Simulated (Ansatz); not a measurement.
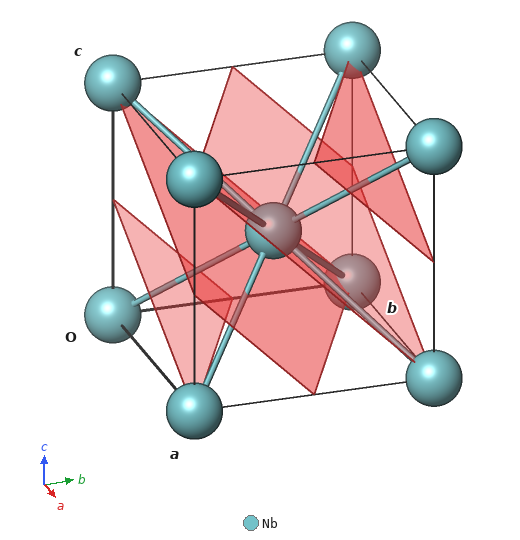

For Nb, a calculation's input that goes back to an entry of the Crystallography Open Database (an earlier step may have relaxed or displaced it): every member of one family of equally spaced planes, hx + ky + lz = a whole number, that cuts the unit cell is shaded (one member passes through the origin O, touching the cell only at an edge or corner). The drawing is computed from the coordinates (standard cell, symmetry found to 0.002 Å).

a = 3.328 Å, b = 3.328 Å, c = 3.328 Å, α = 90.00°, β = 90.00°, γ = 90.00°.

Question: What are the Miller indices?

Answer: (1 2 2); the opposite sign names the same planes. The member next to the origin meets the axes a at 1, b at 1/2, c at 1/2.

Question: What is the spacing?

Answer: d = 1.109 Å.

Question: Which atoms of the cell lie in these planes (within 0.03 Å)?

Answer: 1 of the 2 Nb.
